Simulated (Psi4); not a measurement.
# BH3O− (SMILES [BH2-]O): UMP2/CBS (density fitting, density fitting for correlation, extrapolation mp2/aug-cc-pv[dt]z)

What is the energy change on altering one bond length of BH3O− at UMP2/CBS (density fitting, density fitting for correlation, extrapolation mp2/aug-cc-pv[dt]z)? 

The results are computed with Psi4 1.11.

3 further runs of the same task are left out: 3 set aside as unsound or not needed.

### Step 1. Starting point

BH3O−: 5 atoms, total charge -1, spin state doublet. SMILES: `[BH2-]O`. Geometry: relaxed at GFN2-xTB.

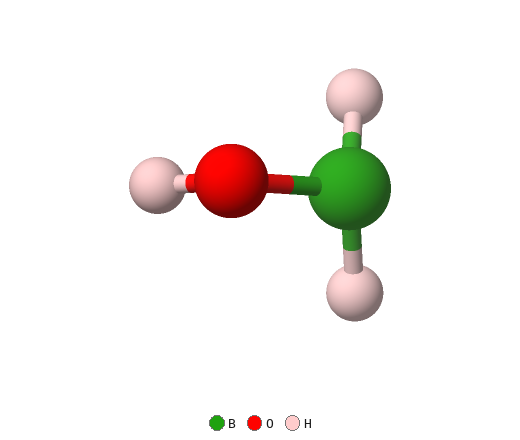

Viewed from a chosen angle; boron green, oxygen red, hydrogen pink.

### Step 2. A single-point energy at UMP2/CBS (density fitting, density fitting for correlation, extrapolation mp2/aug-cc-pv[dt]z)

Input file job.inp:

```
memory 1600 mb

molecule geom {
  -1 2
  B     -0.558550    -0.234200     0.180320
  O      0.255120     1.054670     0.280220
  H      0.033680    -1.207330     0.735040
  H     -0.823360    -0.530130    -1.022660
  H      1.093110     0.916990    -0.172930
  no_reorient
  no_com
}

set {
  reference uhf
}

E = energy('mp2/aug-cc-pv[dt]z')
```

Started as:

```
$ psi4 -i job.inp -o job.out -n 1
```

job.out, shortened:

```text
[...]
  Running in c1 symmetry.
[...]
  Nuclear repulsion =   28.051313121184283
[...]
  Multiplicity = 2
[...]
  Nalpha       = 9
  Nbeta        = 8
[...]
    Number of basis functions: 161
[...]
   @DF-UHF iter   1:  -101.15476657091260   -9.06080e-01   3.25491e-03 DIIS/ADIIS
[...]
   @DF-UHF iter  15:  -101.26334563911544   -4.67537e-12   6.27721e-09 DIIS
[...]
   @S^2 Observed:                7.548673545E-01
[...]
    Orbital Energies [Eh]
    ---------------------
    Alpha Occupied:
       1A    -20.329684     2A     -7.388229     3A     -1.089954
       4A     -0.485236     5A     -0.402379     6A     -0.307932
       7A     -0.281993     8A     -0.177902     9A     -0.033362
    Alpha Virtual:
      10A      0.157028    11A      0.176522    12A      0.178092
      13A      0.185410    14A      0.210761    15A      0.232107
      16A      0.299240    17A      0.362909    18A      0.377411
      19A      0.392000    20A      0.425747    21A      0.441300
      22A      0.448017    23A      0.504558    24A      0.525334
      25A      0.533852    26A      0.567644    27A      0.583585
[...]
  @DF-UHF Final Energy:  -101.26334563911544
   => Energetics <=
    Nuclear Repulsion Energy =             28.0513131211842826
    One-Electron Energy =                -197.7485361367793644
    Two-Electron Energy =                  68.4338773764796429
    Total Energy =                       -101.2633456391154425
  UHF NO Occupations:
  HONO-2 :    7  A 1.9995253
  HONO-1 :    8  A 1.9983480
[...]
 Multipole Moments:
 ------------------------------------------------------------------------------------
     Multipole            Electronic (a.u.)      Nuclear  (a.u.)        Total (a.u.)
 ------------------------------------------------------------------------------------
 L = 1.  Multiply by 2.5417464519 to convert [e a0] to [Debye]
 Dipole X            :          2.3779616           -0.8472776            1.5306839
 Dipole Y            :        -12.2017109           12.1809667           -0.0207442
 Dipole Z            :         -5.8158936            5.0697761           -0.7461174
 Magnitude           :                                                    1.7029724
[...]
```

Run time: 5.1 s. Hardware: 1 thread of Intel Xeon 6975P-C (Granite Rapids), shared host; peak memory 0.28 GiB.

### Step 3. The distorted shape at the same level

Input file input.inp:

```
memory 1.6 GB

molecule {
  -1 2
  B     -1.150774     0.738920    -0.374394
  O     -0.337104     2.027790    -0.274494
  H      0.033680    -1.207330     0.735040
  H     -1.415584     0.442990    -1.577374
  H      0.500886     1.890110    -0.727644
  no_reorient
  no_com
}

set globals {
  reference uhf
}

result, w = energy('mp2/aug-cc-pv[dt]z', return_wfn=True)
print_variables()
```

Started as:

```
$ psi4 input.inp input.out -n 1
```

input.out, shortened:

```text
[...]
  Running in c1 symmetry.
[...]
  Nuclear repulsion =   26.277627322733348
[...]
  Multiplicity = 2
[...]
  Nalpha       = 9
  Nbeta        = 8
[...]
    Number of basis functions: 161
[...]
   @DF-UHF iter   1:  -101.08053767591969   -1.03931e+00   3.05078e-03 DIIS/ADIIS
[...]
   @DF-UHF iter  19:  -101.18059628671550   -2.44427e-11   9.76908e-09 DIIS
[...]
   @S^2 Observed:                7.636325024E-01
[...]
    Orbital Energies [Eh]
    ---------------------
    Alpha Occupied:
       1A    -20.402434     2A     -7.508838     3A     -1.158626
       4A     -0.546134     5A     -0.450979     6A     -0.360741
       7A     -0.329554     8A     -0.173630     9A     -0.087315
    Alpha Virtual:
      10A      0.149088    11A      0.168838    12A      0.178503
      13A      0.181390    14A      0.203345    15A      0.243443
      16A      0.287664    17A      0.310515    18A      0.337285
      19A      0.354116    20A      0.372405    21A      0.400583
      22A      0.430203    23A      0.451780    24A      0.484760
      25A      0.495626    26A      0.524374    27A      0.546030
[...]
  @DF-UHF Final Energy:  -101.18059628671550
   => Energetics <=
    Nuclear Repulsion Energy =             26.2776273227333483
    One-Electron Energy =                -193.1565141259657139
    Two-Electron Energy =                  65.6982905165168773
    Total Energy =                       -101.1805962867154989
  UHF NO Occupations:
  HONO-2 :    7  A 1.9992241
  HONO-1 :    8  A 1.9942899
[...]
 Multipole Moments:
 ------------------------------------------------------------------------------------
     Multipole            Electronic (a.u.)      Nuclear  (a.u.)        Total (a.u.)
 ------------------------------------------------------------------------------------
 L = 1.  Multiply by 2.5417464519 to convert [e a0] to [Debye]
 Dipole X            :         18.5040961          -17.6343951            0.8697011
 Dipole Y            :        -39.0434723           39.7649210            0.7214488
 Dipole Z            :          9.5679513          -10.6540869           -1.0861357
 Magnitude           :                                                    1.5673413
[...]
```

It took 5.1 s on 1 thread of Intel Xeon 6975P-C (Granite Rapids), shared host; peak memory 0.28 GiB.

### Step 4. Summary of results

At UMP2/CBS (density fitting, density fitting for correlation, extrapolation mp2/aug-cc-pv[dt]z):

```
                                                         quantity          value
                                        first shape: total energy  -101.73721 Eh
                                  first shape: correlation energy     -446.9 mEh
                   first shape: ⟨S²⟩ of the reference determinant          0.755
                                    distorted shape: total energy  -101.63886 Eh
                              distorted shape: correlation energy     -432.1 mEh
               distorted shape: ⟨S²⟩ of the reference determinant          0.764
energy change with the B1–H3 bond stretched from 1.267 to 2.534 Å       2.676 eV
```

With the B1–H3 bond stretched from 1.267 to 2.534 Å the energy rises by 2.68 eV (62 kcal/mol). The first shape isn't relaxed at this level, so the change isn't measured from a minimum.
